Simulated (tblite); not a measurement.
## Geometry relaxation, with input and output: C$_{4}$H$_{6}$FO$_{2}$Si (part 4 of 4)

Continued. System: C$_{4}$H$_{6}$FO$_{2}$Si, multiplicity 2, SMILES C=C(F)C(=O)[CH][SiH2]O. Method: GFN2-xTB geometry optimisation, gas phase (tblite 0.8.0). It belongs to a series of runs on one base structure; here: H removed from sp3 C.

Geometry of the input (Å):
```
C  -2.8124  0.7720  -0.1369
C  -1.8019  0.1012  0.3774
F  -1.9837  -0.7230  1.4467
C  -0.4107  0.1982  -0.1521
O  -0.1169  0.8982  -1.0934
C  0.5898  -0.6214  0.5533
Si 2.3117  -0.6464  0.0174
O  2.7085  0.6268  -0.9622
H  -3.8101  0.6721  0.2845
H  -2.6895  1.4352  -0.9812
H  0.3105  -1.2266  1.4034
H  2.5803  -1.9147  -0.7000
H  3.1893  -0.6163  1.2183
H  1.9344  1.0443  -1.3920
```

## Trajectory as extended XYZ, continued
```
14
Properties=species:S:1:pos:R:3:forces:R:3 step=59 energy=-711.97174
C    -2.7928    0.7928   -0.1339    0.0100   0.0070  -0.0070
C    -1.7871    0.1059    0.3923   -0.0050  -0.0010   0.0100
F    -2.0167   -0.7523    1.4121    0.0050  -0.0170   0.0060
C    -0.3734    0.1982   -0.0614   -0.0060  -0.0050   0.0080
O    -0.0791    1.0258   -0.9412   -0.0080   0.0000   0.0000
C     0.5762   -0.6762    0.5279    0.0050   0.0000   0.0000
Si    2.3776   -0.6549   -0.0060    0.0010  -0.0130   0.0080
O     2.6046    0.4937   -1.1104   -0.0070   0.0030   0.0170
H    -3.8015    0.6963    0.2260    0.0110  -0.0060  -0.0030
H    -2.5905    1.4664   -0.9454   -0.0080   0.0230  -0.0090
H     0.2184   -1.3572    1.2836    0.0020   0.0010  -0.0020
H     2.6696   -1.9682   -0.5856    0.0000  -0.0110  -0.0030
H     3.1781   -0.3667    1.1858    0.0020   0.0100   0.0050
H     1.8159    0.9961   -1.3606   -0.0030   0.0090  -0.0290
14
Properties=species:S:1:pos:R:3:forces:R:3 step=60 energy=-711.97182
C    -2.7933    0.7929   -0.1333    0.0050   0.0100  -0.0080
C    -1.7874    0.1056    0.3919   -0.0070  -0.0040   0.0120
F    -2.0168   -0.7538    1.4108    0.0050  -0.0140   0.0050
C    -0.3736    0.1983   -0.0618   -0.0140   0.0000   0.0050
O    -0.0800    1.0258   -0.9419   -0.0020  -0.0020  -0.0010
C     0.5761   -0.6756    0.5279    0.0010   0.0010  -0.0020
Si    2.3770   -0.6546   -0.0056    0.0190  -0.0180   0.0050
O     2.6063    0.4940   -1.1098   -0.0120   0.0000   0.0170
H    -3.8020    0.6958    0.2274    0.0210  -0.0050  -0.0080
H    -2.5916    1.4674   -0.9445   -0.0100   0.0170  -0.0010
H     0.2184   -1.3565    1.2835    0.0010  -0.0010   0.0020
H     2.6691   -1.9691   -0.5844   -0.0030   0.0020   0.0010
H     3.1783   -0.3669    1.1865   -0.0040   0.0080  -0.0020
H     1.8187    0.9962   -1.3635    0.0000   0.0060  -0.0250
14
Properties=species:S:1:pos:R:3:forces:R:3 step=61 energy=-711.97195
C    -2.7939    0.7932   -0.1325    0.0000   0.0100  -0.0070
C    -1.7878    0.1052    0.3917   -0.0060  -0.0060   0.0100
F    -2.0168   -0.7563    1.4092    0.0030  -0.0060   0.0000
C    -0.3741    0.1985   -0.0622   -0.0180   0.0040   0.0020
O    -0.0813    1.0260   -0.9425    0.0030  -0.0040  -0.0010
C     0.5760   -0.6748    0.5277   -0.0030   0.0010  -0.0020
Si    2.3766   -0.6545   -0.0049    0.0320  -0.0190   0.0020
O     2.6084    0.4944   -1.1086   -0.0150  -0.0020   0.0140
H    -3.8024    0.6950    0.2290    0.0260  -0.0030  -0.0130
H    -2.5931    1.4693   -0.9431   -0.0100   0.0080   0.0100
H     0.2182   -1.3557    1.2832    0.0000  -0.0040   0.0050
H     2.6686   -1.9704   -0.5826   -0.0060   0.0140   0.0040
H     3.1785   -0.3666    1.1872   -0.0090   0.0070  -0.0090
H     1.8225    0.9962   -1.3682    0.0030   0.0000  -0.0160
14
Properties=species:S:1:pos:R:3:forces:R:3 step=62 energy=-711.97207
C    -2.7940    0.7940   -0.1315   -0.0020   0.0080  -0.0030
C    -1.7883    0.1046    0.3916   -0.0020  -0.0050   0.0050
F    -2.0171   -0.7601    1.4067   -0.0010   0.0020  -0.0060
C    -0.3746    0.1992   -0.0621   -0.0140   0.0060  -0.0010
O    -0.0820    1.0282   -0.9410    0.0050  -0.0090   0.0000
C     0.5756   -0.6746    0.5269   -0.0040   0.0000  -0.0010
Si    2.3766   -0.6547   -0.0042    0.0300  -0.0110   0.0000
O     2.6093    0.4930   -1.1092   -0.0150  -0.0030   0.0090
H    -3.8024    0.6943    0.2299    0.0220  -0.0020  -0.0130
H    -2.5941    1.4724   -0.9406   -0.0070   0.0020   0.0170
H     0.2174   -1.3563    1.2814    0.0010  -0.0050   0.0060
H     2.6700   -1.9721   -0.5783   -0.0070   0.0190   0.0030
H     3.1779   -0.3633    1.1877   -0.0100   0.0050  -0.0100
H     1.8253    0.9949   -1.3740    0.0050  -0.0070  -0.0050
14
Properties=species:S:1:pos:R:3:forces:R:3 step=64 energy=-711.97220
C    -2.7932    0.7957   -0.1299    0.0000   0.0020   0.0020
C    -1.7885    0.1039    0.3918    0.0030   0.0010  -0.0030
F    -2.0180   -0.7661    1.4020   -0.0050   0.0030  -0.0060
C    -0.3748    0.2014   -0.0604    0.0030  -0.0020   0.0000
O    -0.0811    1.0352   -0.9343    0.0020  -0.0120  -0.0010
C     0.5747   -0.6765    0.5243    0.0000  -0.0020   0.0030
Si    2.3773   -0.6554   -0.0036    0.0010   0.0060   0.0000
O     2.6070    0.4864   -1.1150   -0.0020  -0.0030  -0.0030
H    -3.8016    0.6937    0.2291   -0.0010  -0.0040  -0.0040
H    -2.5935    1.4782   -0.9351    0.0020   0.0070   0.0100
H     0.2152   -1.3609    1.2759    0.0050  -0.0010   0.0030
H     2.6757   -1.9747   -0.5681   -0.0030   0.0080  -0.0050
H     3.1749   -0.3523    1.1871   -0.0040   0.0040   0.0010
H     1.8251    0.9910   -1.3806    0.0000  -0.0090   0.0030
14
Properties=species:S:1:pos:R:3:forces:R:3 step=65 energy=-711.97222
C    -2.7928    0.7961   -0.1296    0.0010   0.0020   0.0020
C    -1.7883    0.1039    0.3918    0.0020   0.0020  -0.0030
F    -2.0183   -0.7671    1.4009   -0.0050   0.0000  -0.0030
C    -0.3745    0.2019   -0.0597    0.0050  -0.0050   0.0010
O    -0.0803    1.0371   -0.9321    0.0020  -0.0100  -0.0030
C     0.5746   -0.6773    0.5236    0.0020  -0.0010   0.0040
Si    2.3774   -0.6556   -0.0037   -0.0050   0.0080   0.0010
O     2.6056    0.4841   -1.1174    0.0020  -0.0010  -0.0050
H    -3.8013    0.6936    0.2285   -0.0060  -0.0040  -0.0020
H    -2.5928    1.4796   -0.9338    0.0030   0.0100   0.0050
H     0.2148   -1.3627    1.2744    0.0040  -0.0010   0.0020
H     2.6775   -1.9752   -0.5655   -0.0020   0.0030  -0.0060
H     3.1738   -0.3488    1.1868   -0.0010   0.0040   0.0040
H     1.8239    0.9899   -1.3808   -0.0020  -0.0070   0.0020
14
Properties=species:S:1:pos:R:3:forces:R:3 step=66 energy=-711.97224
C    -2.7925    0.7966   -0.1293    0.0010   0.0010   0.0010
C    -1.7881    0.1039    0.3916    0.0000   0.0020  -0.0020
F    -2.0187   -0.7679    1.3998   -0.0040  -0.0030  -0.0010
C    -0.3742    0.2023   -0.0591    0.0040  -0.0060   0.0020
O    -0.0796    1.0387   -0.9301    0.0030  -0.0070  -0.0060
C     0.5745   -0.6782    0.5230    0.0030  -0.0010   0.0050
Si    2.3775   -0.6555   -0.0036   -0.0070   0.0060   0.0020
O     2.6044    0.4818   -1.1199    0.0060   0.0000  -0.0060
H    -3.8011    0.6934    0.2279   -0.0070  -0.0040   0.0000
H    -2.5921    1.4810   -0.9325    0.0040   0.0120   0.0020
H     0.2146   -1.3644    1.2729    0.0030  -0.0010   0.0030
H     2.6792   -1.9755   -0.5632   -0.0010   0.0010  -0.0070
H     3.1727   -0.3454    1.1866    0.0000   0.0040   0.0070
H     1.8227    0.9887   -1.3809   -0.0050  -0.0040   0.0000
14
Properties=species:S:1:pos:R:3:forces:R:3 step=67 energy=-711.97228
C    -2.7921    0.7974   -0.1288    0.0020   0.0010   0.0000
C    -1.7879    0.1039    0.3914   -0.0030   0.0020   0.0010
F    -2.0194   -0.7694    1.3979   -0.0030  -0.0080   0.0020
C    -0.3737    0.2026   -0.0583    0.0010  -0.0070   0.0020
O    -0.0786    1.0405   -0.9277    0.0040  -0.0020  -0.0100
C     0.5744   -0.6792    0.5225    0.0040   0.0000   0.0060
Si    2.3775   -0.6553   -0.0034   -0.0070   0.0030   0.0020
O     2.6031    0.4787   -1.1231    0.0100   0.0020  -0.0070
H    -3.8010    0.6929    0.2272   -0.0060  -0.0030   0.0010
H    -2.5914    1.4836   -0.9303    0.0040   0.0130  -0.0010
H     0.2145   -1.3666    1.2711    0.0010  -0.0020   0.0050
H     2.6812   -1.9759   -0.5602    0.0000  -0.0010  -0.0060
H     3.1712   -0.3407    1.1865    0.0020   0.0030   0.0090
H     1.8215    0.9870   -1.3816   -0.0080  -0.0010  -0.0030
14
Properties=species:S:1:pos:R:3:forces:R:3 step=69 energy=-711.97240
C    -2.7917    0.8001   -0.1270    0.0000   0.0010  -0.0020
C    -1.7879    0.1038    0.3905   -0.0080   0.0000   0.0050
F    -2.0220   -0.7748    1.3920    0.0000  -0.0130   0.0010
C    -0.3731    0.2025   -0.0570   -0.0090  -0.0060   0.0000
O    -0.0769    1.0413   -0.9249    0.0070   0.0050  -0.0150
C     0.5745   -0.6807    0.5224    0.0020   0.0020   0.0050
Si    2.3775   -0.6539   -0.0022    0.0010  -0.0080   0.0020
O     2.6027    0.4728   -1.1291    0.0130   0.0050  -0.0070
H    -3.8014    0.6903    0.2261    0.0030   0.0040   0.0010
H    -2.5907    1.4930   -0.9227    0.0030   0.0060   0.0000
H     0.2148   -1.3704    1.2688   -0.0030  -0.0030   0.0100
H     2.6841   -1.9758   -0.5545    0.0030   0.0000   0.0000
H     3.1678   -0.3304    1.1879    0.0020   0.0000   0.0060
H     1.8217    0.9818   -1.3870   -0.0130   0.0070  -0.0060
14
Properties=species:S:1:pos:R:3:forces:R:3 step=70 energy=-711.97245
C    -2.7921    0.8009   -0.1262    0.0000   0.0010  -0.0010
C    -1.7883    0.1036    0.3902   -0.0050  -0.0020   0.0040
F    -2.0229   -0.7768    1.3900    0.0010  -0.0110  -0.0020
C    -0.3733    0.2017   -0.0574   -0.0080  -0.0030  -0.0010
O    -0.0771    1.0389   -0.9270    0.0040   0.0030  -0.0110
C     0.5746   -0.6801    0.5234    0.0000   0.0020   0.0030
Si    2.3776   -0.6531   -0.0015    0.0030  -0.0080   0.0000
O     2.6048    0.4733   -1.1284    0.0060   0.0040  -0.0040
H    -3.8019    0.6889    0.2262    0.0050   0.0080   0.0000
H    -2.5915    1.4965   -0.9199    0.0030   0.0000   0.0020
H     0.2154   -1.3698    1.2702   -0.0030   0.0000   0.0090
H     2.6831   -1.9748   -0.5551    0.0030   0.0010   0.0030
H     3.1673   -0.3299    1.1892    0.0020  -0.0010   0.0020
H     1.8238    0.9802   -1.3905   -0.0100   0.0070  -0.0020
14
Properties=species:S:1:pos:R:3:forces:R:3 step=71 energy=-711.97248
C    -2.7926    0.8008   -0.1260    0.0000   0.0000   0.0000
C    -1.7887    0.1035    0.3901   -0.0010  -0.0020   0.0010
F    -2.0231   -0.7770    1.3900    0.0010  -0.0080  -0.0050
C    -0.3738    0.2010   -0.0583   -0.0040  -0.0010  -0.0020
O    -0.0777    1.0361   -0.9301    0.0000  -0.0010  -0.0050
C     0.5747   -0.6792    0.5244   -0.0010   0.0020   0.0010
Si    2.3776   -0.6527   -0.0013    0.0030  -0.0040  -0.0010
O     2.6070    0.4758   -1.1259   -0.0020   0.0020  -0.0010
H    -3.8022    0.6884    0.2267    0.0040   0.0090   0.0010
H    -2.5924    1.4970   -0.9194    0.0040  -0.0020   0.0020
H     0.2158   -1.3678    1.2725   -0.0020   0.0030   0.0050
H     2.6812   -1.9739   -0.5576    0.0030   0.0010   0.0040
H     3.1679   -0.3328    1.1901    0.0010  -0.0010  -0.0020
H     1.8256    0.9803   -1.3920   -0.0050   0.0040   0.0010
```

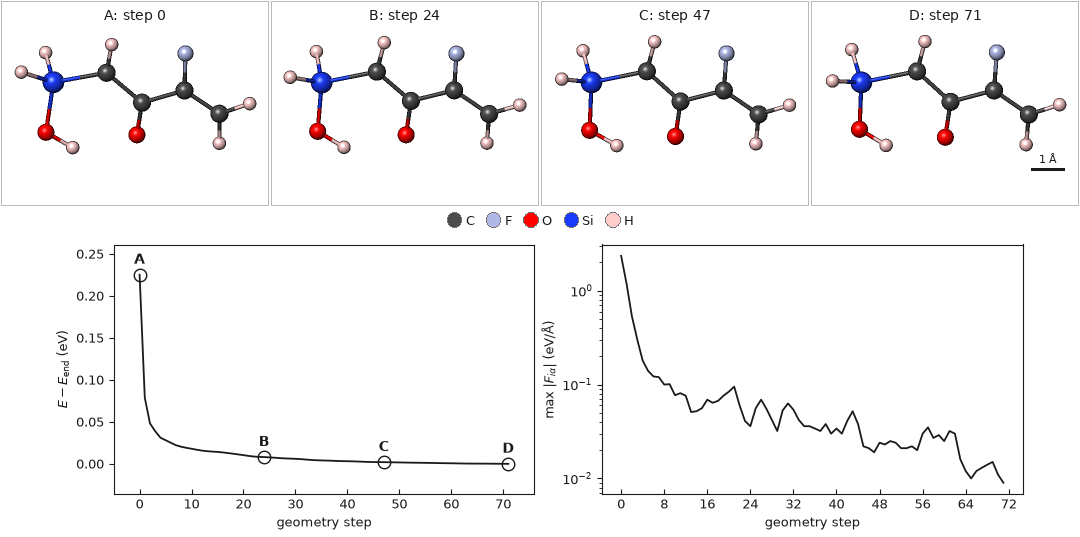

Frames of the relaxation (ball-and-stick view, seen at a tilt) above the curves, on which the letters mark them (steps are counted from 0).

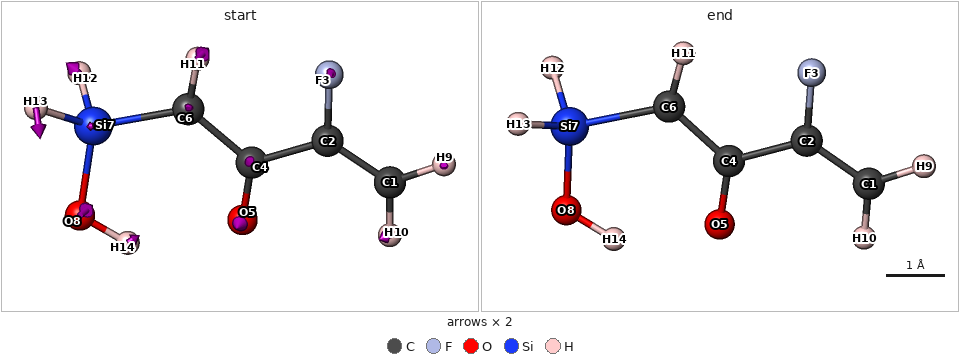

Before (left) and after (right) the relaxation, at one scale (ball-and-stick view, seen at a tilt). The pink arrows give the displacements, magnified 2 times. The atom that moves furthest after the best rigid fit is H13 (0.29 Å). Largest moves by element: H 0.29 Å, O 0.24 Å, C 0.10 Å, F 0.09 Å, Si 0.07 Å. Among the contacts that change: C6–Si7 1.804 → 1.878 Å, C4–C6 1.473 → 1.419 Å, Si7–O8 1.655 → 1.610 Å, C4–O5 1.209 → 1.243 Å. Among the angles that change: H12–Si7–H13 107.5° → 113.2°, C2–C4–O5 122.7° → 118.8°, C4–C6–H11 120.9° → 117.3°. After 71 geometry steps the energy has fallen by 0.225 eV. Largest force component: 2.4 eV/Å at the start, 0.009 eV/Å at the end. (Atoms are counted from 1 in the order of the input.)
